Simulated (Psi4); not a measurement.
**MP2/6-311+G(d,p) (density fitting with cc-pvqz-jkfit, density fitting for correlation, sweep point 5) run of NH3 (SMILES N)**

Aim: the vertical singlet–triplet gap of NH3 at MP2/6-311+G** (density fitting with cc-pvqz-jkfit, density fitting for correlation, sweep point 5), from 2 runs. 

The results are computed with Psi4 1.11.

2 further runs of the same task are left out: 2 set aside as unsound or not needed.

## 1. The system as given

The species is NH3 (4 atoms), meant as a singlet with charge 0. As SMILES, `N`. The shape is that of a PBE0-D4/def2-TZVP optimisation.

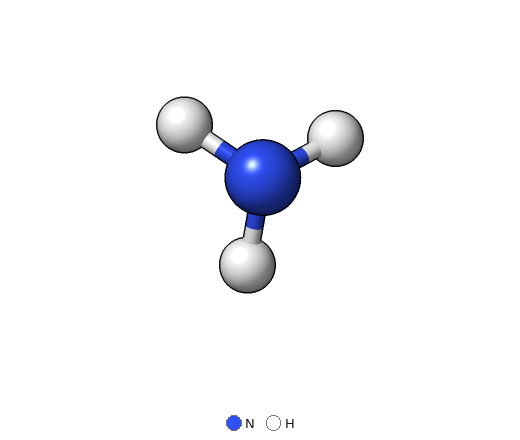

The structure, seen from a chosen angle (nitrogen blue, hydrogen white).

## 2. A single-point energy at MP2/6-311+G(d,p) (density fitting with cc-pvqz-jkfit, density fitting for correlation, sweep point 5)

job.inp

```
memory 1600 mb

molecule {
  N     -0.13211075     0.47142998     0.20962732
  H      0.92685397    -0.57035714     1.41574502
  H     -1.67709414    -0.57058391    -0.22470733
  H      0.88235092     0.66949217    -1.40066500
  units au
  symmetry c1
}

set globals {
  puream          true
  scf_type        df
  num_frozen_docc 1
  df_basis_scf    cc-pvqz-jkfit
}

E, wfn = energy("mp2/6-311+G**", return_wfn=True)
print_variables()
```

Launch:

```bash
$ psi4 -i job.inp -o job.out -n 1
```

job.out:

```text
[...]
  Running in c1 symmetry.
[...]
  Nuclear repulsion =   11.949539017705407
[...]
  Multiplicity = 1
[...]
  Nalpha       = 5
  Nbeta        = 5
[...]
    Number of basis functions: 40
[...]
   @DF-RHF iter   1:   -56.12255476734190   -4.56869e-01   1.12122e-02 ADIIS/DIIS
[...]
   @DF-RHF iter  10:   -56.21425953479699   -4.27747e-12   6.93631e-09 DIIS
[...]
    Orbital Energies [Eh]
    ---------------------
    Doubly Occupied:
       1A    -15.541692     2A     -1.143274     3A     -0.630821
       4A     -0.630816     5A     -0.427084
[...]
  @DF-RHF Final Energy:   -56.21425953479699
   => Energetics <=
    Nuclear Repulsion Energy =             11.9495390177054066
    One-Electron Energy =                 -99.5802229911517571
    Two-Electron Energy =                  31.4164244386493650
    Total Energy =                        -56.2142595347969873
[...]
 Multipole Moments:
 ------------------------------------------------------------------------------------
     Multipole            Electronic (a.u.)      Nuclear  (a.u.)        Total (a.u.)
 ------------------------------------------------------------------------------------
 L = 1.  Multiply by 2.5417464519 to convert [e a0] to [Debye]
 Dipole X            :         -0.0389477            0.2156503            0.1767026
 Dipole Y            :          0.1389632           -0.7695439           -0.6305807
 Dipole Z            :          0.0617920           -0.3421840           -0.2803920
 Magnitude           :                                                    0.7123731
[...]
```

It took 3.9 s on 1 thread of Intel Xeon at 2.70GHz, shared host; peak memory 0.19 GiB.

## 3. The triplet, same level

job.inp

```
memory 1.6 GB

molecule geom {
  0 3
  N     -0.13211075     0.47142998     0.20962732
  H      0.92685397    -0.57035714     1.41574502
  H     -1.67709414    -0.57058391    -0.22470733
  H      0.88235092     0.66949217    -1.40066500
  units au
  symmetry c1
}

set globals {
  basis 6-311+G**
  reference uhf
  puream true
  scf_type df
  num_frozen_docc 1
  df_basis_scf cc-pvqz-jkfit
  maxiter 100
}

energy_value, wavefunction = energy('mp2', return_wfn=True)
```

Launch:

```bash
$ psi4 job.inp job.out -n 1
```

job.out:

```text
[...]
  Running in c1 symmetry.
[...]
  Nuclear repulsion =   11.949539017705407
[...]
  Multiplicity = 3
[...]
  Nalpha       = 6
  Nbeta        = 4
[...]
    Number of basis functions: 40
[...]
   @DF-UHF iter   1:   -55.97856217503102   -3.12876e-01   5.20261e-03 DIIS/ADIIS
[...]
   @DF-UHF iter  12:   -56.00804839264836   -9.09495e-13   5.20009e-09 DIIS
[...]
   @S^2 Observed:                2.006624299E+00
[...]
    Orbital Energies [Eh]
    ---------------------
    Alpha Occupied:
       1A    -15.750625     2A     -1.357484     3A     -0.793550
       4A     -0.793546     5A     -0.717285     6A     -0.141050
    Alpha Virtual:
       7A      0.101680     8A      0.101681     9A      0.112342
      10A      0.202807    11A      0.202809    12A      0.249974
      13A      0.565341    14A      0.565344    15A      0.720793
      16A      0.815975    17A      0.815976    18A      0.823553
      19A      0.989806    20A      1.229550    21A      1.229561
      22A      1.687236    23A      1.696972    24A      1.838779
      25A      1.838790    26A      2.080330    27A      2.080338
[...]
  @DF-UHF Final Energy:   -56.00804839264836
   => Energetics <=
    Nuclear Repulsion Energy =             11.9495390177054066
    One-Electron Energy =                 -97.9270309911083530
    Two-Electron Energy =                  29.9694435807545858
    Total Energy =                        -56.0080483926483623
  UHF NO Occupations:
  HONO-2 :    4  A 1.9979986
  HONO-1 :    5  A 1.0000000
[...]
 Multipole Moments:
 ------------------------------------------------------------------------------------
     Multipole            Electronic (a.u.)      Nuclear  (a.u.)        Total (a.u.)
 ------------------------------------------------------------------------------------
 L = 1.  Multiply by 2.5417464519 to convert [e a0] to [Debye]
 Dipole X            :         -0.4170733            0.2156503           -0.2014231
 Dipole Y            :          1.4883139           -0.7695439            0.7187701
 Dipole Z            :          0.6617907           -0.3421840            0.3196067
 Magnitude           :                                                    0.8120037
[...]
```

Run time: 4.5 s. Hardware: 1 thread of Intel Xeon at 2.70GHz, shared host; peak memory 0.19 GiB.

## 4. Summary of results

At MP2/6-311+G** (density fitting with cc-pvqz-jkfit, density fitting for correlation, sweep point 5), 1 core orbital frozen:

| quantity | value |
| --- | --- |
| singlet: total energy | -56.41529 Eh |
| singlet: HOMO energy (Hartree–Fock orbitals) | -11.62 eV |
| singlet: LUMO energy (Hartree–Fock orbitals) | 2.70 eV |
| singlet: HOMO–LUMO gap (Hartree–Fock orbitals) | 14.32 eV |
| singlet: correlation energy (1 core orbital frozen) | -201.0 mEh |
| triplet: total energy | -56.17356 Eh |
| triplet: HOMO energy (Hartree–Fock orbitals) (highest over α and β) | -3.84 eV |
| triplet: LUMO energy (Hartree–Fock orbitals) (lowest over α and β) | -1.05 eV |
| triplet: correlation energy (1 core orbital frozen) | -165.5 mEh |
| triplet: ⟨S²⟩ of the reference determinant | 2.007 |
| vertical energy of the triplet above the singlet | 6.578 eV |

In words: At this shape the triplet lies 6.58 eV (635 kJ/mol) above the singlet.
